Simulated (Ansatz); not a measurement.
**AlClH₄Si: one molecule under many settings**

Aim: run AlClH₄Si under a spread of inputs, and see what each costs and gives.

Computed with Ansatz 0.2.0, Gaussian basis. Level: the settings change from run to run.

## (1) The molecule

The geometry comes from an earlier relaxation with PBE0-D4 in a triple-zeta def2 set; it is a stationary point, not always the lowest conformer.

SMILES `[AlH2][SiH2]Cl`, 7 atoms, charge 0, spin multiplicity 1.

Atoms are counted from 1 here; the program's logs count them from 0.

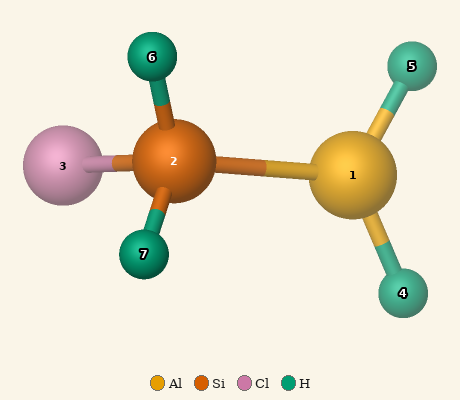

The structure; aluminium amber, silicon orange, chlorine pink, hydrogen teal; atoms are numbered from 1 in the order of the file.

## (2) BLYP/x2c-TZVPPall

This run has D4 dispersion, high accuracy.

The input, in.yaml:

```yaml
crystal:
  periodic: [false, false, false]
  atoms:
    - {symbol: Al, position_ang: [-1.040688, 0.413466, -0.894199]}
    - {symbol: Si, position_ang: [0.907193, -0.179963, 0.480298]}
    - {symbol: Cl, position_ang: [0.035596, -1.380958, 1.949724]}
    - {symbol: H, position_ang: [-1.478356, -0.535915, -2.087054]}
    - {symbol: H, position_ang: [-1.911547, 1.683265, -0.513330]}
    - {symbol: H, position_ang: [1.588458, 0.935281, 1.191222]}
    - {symbol: H, position_ang: [1.960643, -1.003176, -0.172362]}
basis:
  gaussian: {orbitals: x2c-TZVPPall}
hamiltonian: {xc: {name: BLYP}, dispersion: d4}
accuracy: high
```

On the command line:

```console
$ ansatz run in.yaml --threads 2 --pin off --events-out ev --progress --plain --max-ram 4352MiB
```

Standard output:

```text
Functional definition: BLYP
  name "BLYP"
  cite "Becke, Phys. Rev. A 38, 3098 (1988) doi:10.1103/PhysRevA.38.3098"
  cite "Lee, Yang & Parr, Phys. Rev. B 37, 785 (1988) doi:10.1103/PhysRevB.37.785"
  parameter beta = 0.0042
  parameter a = 0.04918
  parameter b = 0.132
  parameter c = 0.2533
  parameter d = 0.349
  exchange = b88_x(beta = beta)
  correlation = lyp_c(a = a, b = b, c = c, d = d)
2982 factors; integrals over basis functions are off by at most 2.3e-8 eV
mean field evaluation 1: about -27129.0829 eV, gradient 2.3e1 eV
mean field evaluation 2: about -27129.9133 eV, gradient 2.0e1 eV
mean field evaluation 4: about -27130.9984 eV, gradient 8.1e-1 eV
mean field evaluation 8: about -27130.9945 eV, gradient 7.7e-2 eV
mean field evaluation 16: about -27130.9945 eV, gradient 1.4e-5 eV
mean field -27130.99449521 eV, -997.0456576502 hartree, gradient 3.8e-8 eV, S^2 0.000000; 0 other end points of the search recorded, 0 dependent functions left out
reference -27130.99455483 eV, -997.0456598413 hartree; 24, 24 occupied and 158, 158 virtual orbitals, 2982 factors
Total energy: -27131.30715122 eV, -997.0571475470 hartree
Relativity: scalar
```

It took 8.5 s on 2 threads of Arm Neoverse V1, shared host; peak memory 0.66 GiB.

## (3) r2SCAN/aug-pcseg-2

Options: density fitting with cc-pVTZ-jkfit, rVV10 dispersion, high accuracy, the search for lower states set to full.

Edit in.yaml of step 2 so:

```diff
@@ -11,4 +11,6 @@
 basis:
-  gaussian: {orbitals: x2c-TZVPPall}
-hamiltonian: {xc: {name: BLYP}, dispersion: d4}
+  gaussian: {orbitals: aug-pcseg-2, fitting: {mean_field: cc-pVTZ-jkfit}}
+hamiltonian: {xc: {name: r2SCAN}, dispersion: rvv10}
 accuracy: high
+scf: {lower_state_search: full}
+output: {forces: true}
```

The command is unchanged.

Standard output, shortened:

```text
Functional definition: r2SCAN+rVV10
  name "r2SCAN+rVV10"
  cite "Furness, Kaplan, Ning, Perdew & Sun, J. Phys. Chem. Lett. 11, 8208 (2020) doi:10.1021/acs.jpclett.0c02405"
  cite "Furness, Kaplan, Ning, Perdew & Sun, J. Phys. Chem. Lett. 11, 9248 (2020) doi:10.1021/acs.jpclett.0c03077"
  cite "Vydrov & Van Voorhis, J. Chem. Phys. 133, 244103 (2010) doi:10.1063/1.3521275"
  cite "Sabatini, Gorni & de Gironcoli, Phys. Rev. B 87, 041108(R) (2013) doi:10.1103/PhysRevB.87.041108"
  cite "Ning et al., Phys. Rev. B 106, 075422 (2022) doi:10.1103/PhysRevB.106.075422"
  parent "r2scan"
[...]
483 factors; integrals over basis functions are off by at most 9.4e-1 eV
[...]
mean field -27059.83033883 eV, -994.4304231401 hartree, gradient 4.3e-8 eV, S^2 0.000000; 0 other end points of the search recorded, 0 dependent functions left out
[...]
reference -27059.83034201 eV, -994.4304232571 hartree; 24, 24 occupied and 218, 218 virtual orbitals, 483 factors
Total energy: -27059.83034201 eV, -994.4304232571 hartree
Atom 0 at    -1.040688     0.413466    -0.894199 Å, force    -0.032437     0.004800    -0.015423 eV/Å
Atom 1 at     0.907193    -0.179963     0.480298 Å, force     0.053600     0.048655    -0.054942 eV/Å
Atom 2 at     0.035596    -1.380958     1.949724 Å, force    -0.039222    -0.037288     0.042004 eV/Å
Atom 3 at    -1.478356    -0.535915    -2.087054 Å, force     0.005755     0.022541     0.029854 eV/Å
Atom 4 at    -1.911547     1.683265    -0.513330 Å, force     0.016953    -0.032977    -0.009420 eV/Å
Atom 5 at     1.588458     0.935281     1.191222 Å, force     0.001466    -0.020883    -0.008732 eV/Å
Atom 6 at     1.960643    -1.003176    -0.172362 Å, force    -0.006115     0.015151     0.016658 eV/Å
Dipole moment:     0.079281     0.205292    -0.270106 e Å
```

Wall time 48 s (2 threads of Arm Neoverse V1, shared host); peak memory 0.43 GiB.

Largest force 0.091 eV/Å, dipole 1.67 D.

## (4) B3LYP/def2-SVP

Set apart from the defaults: a point charge of -1.00 e beside it.

Edit in.yaml of step 3 so:

```diff
@@ -11,6 +11,4 @@
 basis:
-  gaussian: {orbitals: aug-pcseg-2, fitting: {mean_field: cc-pVTZ-jkfit}}
-hamiltonian: {xc: {name: r2SCAN}, dispersion: rvv10}
-accuracy: high
-scf: {lower_state_search: full}
+  gaussian: {orbitals: def2-SVP, point_charges: [{charge: -1.00, position_ang: [6.914, -0.194, -0.172]}]}
+hamiltonian: {xc: {name: B3LYP}}
 output: {forces: true}
```

Launched as before.

Standard output, shortened:

```text
Functional definition: B3LYP
  name "B3LYP"
  cite "Stephens, Devlin, Chabalowski & Frisch, J. Phys. Chem. 98, 11623 (1994) doi:10.1021/j100096a001"
  cite "Becke, Phys. Rev. A 38, 3098 (1988) doi:10.1103/PhysRevA.38.3098"
  cite "Lee, Yang & Parr, Phys. Rev. B 37, 785 (1988) doi:10.1103/PhysRevB.37.785"
  cite "Vosko, Wilk & Nusair, Can. J. Phys. 58, 1200 (1980) doi:10.1139/p80-159"
[...]
690 factors; integrals over basis functions are off by at most 1.1e-3 eV
[...]
mean field -27055.98973783 eV, -994.2892836568 hartree, gradient 4.5e-5 eV, S^2 0.000000; 0 other end points of the search recorded, 0 dependent functions left out
[...]
reference -27055.98999879 eV, -994.2892932467 hartree; 24, 24 occupied and 50, 50 virtual orbitals, 690 factors
Total energy: -27055.98999879 eV, -994.2892932467 hartree
Atom 0 at    -1.040688     0.413466    -0.894199 Å, force     0.233162    -0.026597     0.081550 eV/Å
Atom 1 at     0.907193    -0.179963     0.480298 Å, force     0.471551     0.242577    -0.350946 eV/Å
Atom 2 at     0.035596    -1.380958     1.949724 Å, force    -0.393536    -0.359899     0.434896 eV/Å
Atom 3 at    -1.478356    -0.535915    -2.087054 Å, force    -0.104262    -0.002132    -0.044987 eV/Å
Atom 4 at    -1.911547     1.683265    -0.513330 Å, force    -0.112600     0.032555    -0.029446 eV/Å
Atom 5 at     1.588458     0.935281     1.191222 Å, force    -0.038405     0.104292    -0.001181 eV/Å
Atom 6 at     1.960643    -1.003176    -0.172362 Å, force    -0.026664    -0.002560    -0.076375 eV/Å
Dipole moment:     0.275339     0.205007    -0.282616 e Å
```

It took 1.3 s on 2 threads of Arm Neoverse V1, shared host.

Largest force 0.688 eV/Å, dipole 2.14 D.

## (5) CCSD(T)/STO-3G

Options: unrestricted orbitals, the search for lower states set to full.

Edit in.yaml of step 4 so:

```diff
@@ -11,4 +11,6 @@
 basis:
-  gaussian: {orbitals: def2-SVP, point_charges: [{charge: -1.00, position_ang: [6.914, -0.194, -0.172]}]}
-hamiltonian: {xc: {name: B3LYP}}
-output: {forces: true}
+  gaussian: {orbitals: STO-3G}
+magnetization: {spin_polarized: true, initial_magnetization: 0}
+hamiltonian: {xc: {name: HF}}
+correlation: {method: ccsd_t}
+scf: {lower_state_search: full}
```

Launched as before.

Standard output, shortened:

```text
Functional definition: HF
  name "HF"
  cite "Fock, Z. Phys. 61, 126 (1930) doi:10.1007/BF01340294"
  parent pbe
[...]
335 factors; integrals over basis functions are off by at most 6.3e-5 eV
[...]
mean field -26709.80509130 eV, -981.5672325490 hartree, gradient 9.0e-6 eV, S^2 0.000000; 0 other end points of the search recorded, 0 dependent functions left out
15 core orbitals not correlated: weight in the atoms' cores, before any rotation towards them, 0.999 or more for the frozen orbitals, at most 0.000 for the correlated occupied ones
reference -26709.80509130 eV, -981.5672325490 hartree; 9, 9 occupied and 7, 7 virtual orbitals, 335 factors
second order -1.91839093 eV of doubles, -0.00000000 eV of singles
cycle   1  -2.46677332 eV  change   -5.5e-1 eV  update   6.6e-2
[...]
cycle   8  -2.77122091 eV  change   -1.8e-6 eV  update   8.7e-6
perturbative correction -0.03043918 eV, -0.0011186191 hartree
Total energy: -26712.60675138 eV, -981.6701916580 hartree
```

Wall time 0.2 s (2 threads of Arm Neoverse V1, shared host).

⟨S²⟩ 0.000, T1 0.006.

## (6) BCCD(T)/ANO-RCC-VTZP

Set apart from the defaults: the search for lower states set to off.

Edit in.yaml of step 5 so:

```diff
@@ -11,6 +11,5 @@
 basis:
-  gaussian: {orbitals: STO-3G}
-magnetization: {spin_polarized: true, initial_magnetization: 0}
+  gaussian: {orbitals: ANO-RCC-VTZP}
 hamiltonian: {xc: {name: HF}}
-correlation: {method: ccsd_t}
-scf: {lower_state_search: full}
+correlation: {method: bccd_t}
+scf: {lower_state_search: off}
```

The command is unchanged.

Standard output, shortened:

```text
Functional definition: HF
  name "HF"
  cite "Fock, Z. Phys. 61, 126 (1930) doi:10.1007/BF01340294"
  parent pbe
[...]
969 factors; integrals over basis functions are off by at most 7.2e-4 eV
[...]
mean field -27080.98969365 eV, -995.2080150874 hartree, gradient 2.4e-6 eV, S^2 0.000000; 0 other end points of the search recorded, 0 dependent functions left out
15 core orbitals not correlated: weight in the atoms' cores, before any rotation towards them, 1.000 or more for the frozen orbitals, at most 0.000 for the correlated occupied ones
reference -27080.98969365 eV, -995.2080150874 hartree; 9, 9 occupied and 134, 134 virtual orbitals, 969 factors
second order -10.64059667 eV of doubles, -0.00000000 eV of singles
cycle   1  -11.68633658 eV  change    -1.0e0 eV  update   8.0e-2
[...]
cycle   9  -12.08565089 eV  change   -1.5e-5 eV  update   2.2e-5
perturbative correction -0.45536765 eV, -0.0167344526 hartree
Total energy: -27093.53071219 eV, -995.6688890182 hartree
Relativity: scalar
Checks for a lower state left out: stability, starts, cluster_reference, orbital_swaps, neighbouring_geometries, increment
```

Wall time 19 s (2 threads of Arm Neoverse V1, shared host); peak memory 1.3 GiB.

## (7) LC-wPBE/def2-SVP

This run has high accuracy.

Edit in.yaml of step 6 so:

```diff
@@ -11,5 +11,4 @@
 basis:
-  gaussian: {orbitals: ANO-RCC-VTZP}
-hamiltonian: {xc: {name: HF}}
-correlation: {method: bccd_t}
-scf: {lower_state_search: off}
+  gaussian: {orbitals: def2-SVP}
+hamiltonian: {xc: {name: LC-wPBE}}
+accuracy: high
```

The command is unchanged.

Standard output, shortened:

```text
Functional definition: LC-wPBE
  name "LC-wPBE"
  cite "Vydrov & Scuseria, J. Chem. Phys. 125, 234109 (2006) doi:10.1063/1.2409292"
  cite "Heyd & Scuseria, J. Chem. Phys. 120, 7274 (2004) doi:10.1063/1.1668634"
  cite "Ernzerhof & Perdew, J. Chem. Phys. 109, 3313 (1998) doi:10.1063/1.476928"
  cite "Perdew, Burke & Ernzerhof, Phys. Rev. Lett. 77, 3865 (1996) doi:10.1103/PhysRevLett.77.3865"
  parent pbe
[...]
1489 factors; integrals over basis functions are off by at most 3.6e-9 eV
499 factors; integrals over basis functions are off by at most 1.7e-9 eV
[...]
mean field -27046.02346439 eV, -993.9230298631 hartree, gradient 7.7e-8 eV, S^2 0.000000; 0 other end points of the search recorded, 0 dependent functions left out
reference -27046.02346439 eV, -993.9230298631 hartree; 24, 24 occupied and 50, 50 virtual orbitals, 1489 factors
Total energy: -27046.02346439 eV, -993.9230298631 hartree
```

It took 3 s on 2 threads of Arm Neoverse V1, shared host.

## (8) r2SCAN50/cc-pVTZ-DK

Set apart from the defaults: multiplicity 3, atoms shaken by 0.15 Å, D3(BJ) with three-body dispersion, relativity set to scalar.

The input, in.yaml:

```yaml
crystal:
  periodic: [false, false, false]
  atoms:
    - {symbol: Al, position_ang: [-1.191979, 0.366672, -0.552878]}
    - {symbol: Si, position_ang: [0.782473, -0.225056, 0.741905]}
    - {symbol: Cl, position_ang: [0.027731, -1.410096, 2.028561]}
    - {symbol: H, position_ang: [-1.397752, -0.751147, -2.263895]}
    - {symbol: H, position_ang: [-2.006428, 1.951887, -0.362639]}
    - {symbol: H, position_ang: [1.868238, 1.073767, 1.520900]}
    - {symbol: H, position_ang: [1.857318, -1.030294, -0.346938]}
basis:
  gaussian: {orbitals: cc-pVTZ-DK}
magnetization: {spin_polarized: true, initial_magnetization: 2}
hamiltonian: {xc: {name: r2SCAN50}, dispersion: d3bjatm, pseudopotentials: {relativity: scalar}}
output: {forces: true}
```

Same command.

Standard output, shortened:

```text
Functional definition: r2SCAN50
  name "r2SCAN50"
  cite "Bursch, Neugebauer, Ehlert & Grimme, J. Chem. Phys. 156, 134105 (2022) doi:10.1063/5.0086040"
  cite "Furness, Kaplan, Ning, Perdew & Sun, J. Phys. Chem. Lett. 11, 8208 (2020) doi:10.1021/acs.jpclett.0c02405"
  cite "Furness, Kaplan, Ning, Perdew & Sun, J. Phys. Chem. Lett. 11, 9248 (2020) doi:10.1021/acs.jpclett.0c03077"
  parent r2scan
[...]
1199 factors; their error is unknown
[...]
mean field -27122.25734858 eV, -996.7245734339 hartree, gradient 2.4e-5 eV, S^2 2.076004; 4 other end points of the search recorded, 0 dependent functions left out
[...]
reference -27122.25735890 eV, -996.7245738132 hartree; 25, 23 occupied and 133, 135 virtual orbitals, 1199 factors
Total energy: -27122.33411775 eV, -996.7273946489 hartree
Relativity: scalar
Atom 0 at    -1.191979     0.366672    -0.552878 Å, force    -2.610960     1.241696    -0.361100 eV/Å
Atom 1 at     0.782473    -0.225056     0.741905 Å, force     5.664280     2.469683    -3.077219 eV/Å
Atom 2 at     0.027731    -1.410096     2.028561 Å, force    -1.044880    -1.942034     2.445190 eV/Å
Atom 3 at    -1.397752    -0.751147    -2.263895 Å, force     0.633799     0.747828     0.769844 eV/Å
Atom 4 at    -2.006428     1.951887    -0.362639 Å, force     1.111182    -1.522106    -0.462786 eV/Å
Atom 5 at     1.868238     1.073767     1.520900 Å, force    -2.026964    -2.084488    -1.143895 eV/Å
Atom 6 at     1.857318    -1.030294    -0.346938 Å, force    -1.726457     1.089421     1.829966 eV/Å
Dipole moment:     0.231271    -0.186036    -0.027125 e Å
```

It took 27 s on 2 threads of Arm Neoverse V1, shared host; peak memory 0.69 GiB.

Largest force 6.903 eV/Å, dipole 1.43 D, ⟨S²⟩ 2.076.

## (9) r2SCAN50/def2-mTZVPP

Options: a point charge of 2.00 e beside it, D3(BJ) with three-body dispersion, the search for lower states set to off.

The input, in.yaml:

```yaml
crystal:
  periodic: [false, false, false]
  atoms:
    - {symbol: Al, position_ang: [-1.040688, 0.413466, -0.894199]}
    - {symbol: Si, position_ang: [0.907193, -0.179963, 0.480298]}
    - {symbol: Cl, position_ang: [0.035596, -1.380958, 1.949724]}
    - {symbol: H, position_ang: [-1.478356, -0.535915, -2.087054]}
    - {symbol: H, position_ang: [-1.911547, 1.683265, -0.513330]}
    - {symbol: H, position_ang: [1.588458, 0.935281, 1.191222]}
    - {symbol: H, position_ang: [1.960643, -1.003176, -0.172362]}
basis:
  gaussian: {orbitals: def2-mTZVPP, point_charges: [{charge: 2.00, position_ang: [4.771, 0.827, 0.221]}]}
hamiltonian: {xc: {name: r2SCAN50}, dispersion: d3bjatm}
scf: {lower_state_search: off}
```

Same command.

Standard output, shortened:

```text
Functional definition: r2SCAN50
  name "r2SCAN50"
  cite "Bursch, Neugebauer, Ehlert & Grimme, J. Chem. Phys. 156, 134105 (2022) doi:10.1063/5.0086040"
  cite "Furness, Kaplan, Ning, Perdew & Sun, J. Phys. Chem. Lett. 11, 8208 (2020) doi:10.1021/acs.jpclett.0c02405"
  cite "Furness, Kaplan, Ning, Perdew & Sun, J. Phys. Chem. Lett. 11, 9248 (2020) doi:10.1021/acs.jpclett.0c03077"
  parent r2scan
[...]
1045 factors; their error is unknown
[...]
mean field -27061.11085201 eV, -994.4774811315 hartree, gradient 8.9e-6 eV, S^2 0.000000; 0 other end points of the search recorded, 0 dependent functions left out
reference -27061.11086093 eV, -994.4774814596 hartree; 24, 24 occupied and 72, 72 virtual orbitals, 1045 factors
Total energy: -27061.16846558 eV, -994.4795983915 hartree
Checks for a lower state left out: stability, starts, cluster_reference, orbital_swaps, neighbouring_geometries, increment
```

Wall time 1.7 s (2 threads of Arm Neoverse V1, shared host).

## (10) wPBEh/6-31G*

Set apart from the defaults: multiplicity 3, atoms shaken by 0.03 Å, a point charge of 0.50 e beside it, high accuracy.

The input, in.yaml:

```yaml
crystal:
  periodic: [false, false, false]
  atoms:
    - {symbol: Al, position_ang: [-1.071302, 0.431626, -0.839788]}
    - {symbol: Si, position_ang: [0.884875, -0.167843, 0.439107]}
    - {symbol: Cl, position_ang: [0.018448, -1.409897, 1.969787]}
    - {symbol: H, position_ang: [-1.483285, -0.548473, -2.090629]}
    - {symbol: H, position_ang: [-1.935220, 1.667829, -0.478806]}
    - {symbol: H, position_ang: [1.611802, 0.948353, 1.230204]}
    - {symbol: H, position_ang: [2.023927, -1.025524, -0.194498]}
basis:
  gaussian: {orbitals: "6-31G*", point_charges: [{charge: 0.50, position_ang: [5.052, -0.763, 0.262]}]}
magnetization: {spin_polarized: true, initial_magnetization: 2}
hamiltonian: {xc: {name: wPBEh}}
accuracy: high
```

Launched as before.

Standard output, shortened:

```text
Functional definition: wPBEh
  name "wPBEh"
  cite "Heyd, Scuseria & Ernzerhof, J. Chem. Phys. 118, 8207 (2003) doi:10.1063/1.1564060"
  cite "Krukau, Vydrov, Izmaylov & Scuseria, J. Chem. Phys. 125, 224106 (2006) doi:10.1063/1.2404663"
  cite "Heyd & Scuseria, J. Chem. Phys. 120, 7274 (2004) doi:10.1063/1.1668634"
  cite "Ernzerhof & Perdew, J. Chem. Phys. 109, 3313 (1998) doi:10.1063/1.476928"
  cite "Perdew, Burke & Ernzerhof, Phys. Rev. Lett. 77, 3865 (1996) doi:10.1103/PhysRevLett.77.3865"
  parent pbe
[...]
1355 factors; integrals over basis functions are off by at most 3.8e-9 eV
108 factors; integrals over basis functions are off by at most 1.1e-9 eV
[...]
mean field -27048.52165542 eV, -994.0148366901 hartree, gradient 1.0e-8 eV, S^2 2.003840; 3 other end points of the search recorded, 0 dependent functions left out
reference -27048.52165999 eV, -994.0148368581 hartree; 25, 23 occupied and 40, 42 virtual orbitals, 1355 factors
Total energy: -27048.52165999 eV, -994.0148368581 hartree
```

Run time: 8.5 s. Hardware: 2 threads of Arm Neoverse V1, shared host.

⟨S²⟩ 2.004.

## (11) The runs in one table

| level | charge | multiplicity | geometry | functions | energy (eV) | time |
| --- | --- | --- | --- | --- | --- | --- |
| BLYP/x2c-TZVPPall | 0 | 1 | relaxed | 182 | -27131.307 | 8.5 s |
| r2SCAN/aug-pcseg-2 | 0 | 1 | relaxed | 242 | -27059.830 | 48 s |
| B3LYP/def2-SVP | 0 | 1 | relaxed, point charge | 74 | -27055.990 | 1.3 s |
| CCSD(T)/STO-3G | 0 | 1 | relaxed | 31 | -26712.607 | 0.2 s |
| BCCD(T)/ANO-RCC-VTZP | 0 | 1 | relaxed | 158 | -27093.531 | 19 s |
| LC-wPBE/def2-SVP | 0 | 1 | relaxed | 74 | -27046.023 | 3 s |
| r2SCAN50/cc-pVTZ-DK | 0 | 3 | shaken | 158 | -27122.334 | 27 s |
| r2SCAN50/def2-mTZVPP | 0 | 1 | relaxed, point charge | 96 | -27061.168 | 1.7 s |
| wPBEh/6-31G* | 0 | 3 | shaken, point charge | 65 | -27048.522 | 8.5 s |

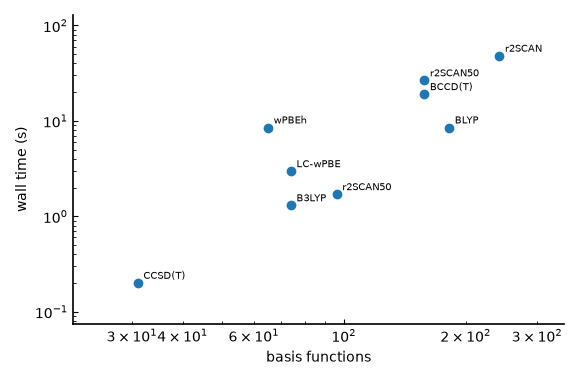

Wall time against the number of basis functions (shared host).

## (12) What came out

| quantity | value |
| --- | --- |
| runs | 9 |
| quickest | CCSD(T)/STO-3G, 0.2 s |
| slowest | r2SCAN/aug-pcseg-2, 48 s |
| spread of total energies, same state and geometry | 418.7 eV |

In words: r2SCAN/aug-pcseg-2 took 240 times as long as CCSD(T)/STO-3G. The jobs differ in tasks and options as well as level. Total energies at one charge and spin differ by 419 eV between levels, so only differences within one level mean anything. Some of these runs are scalar-relativistic and others not, which shifts the totals of all-electron atoms past neon by eV; core potentials, where a basis has them, take the core out of the total altogether. At the PBE0-D4/def2-TZVP geometry and in the same state, runs without warnings or point charges leave forces up to 0.09 eV/Å (r2SCAN/aug-pcseg-2).
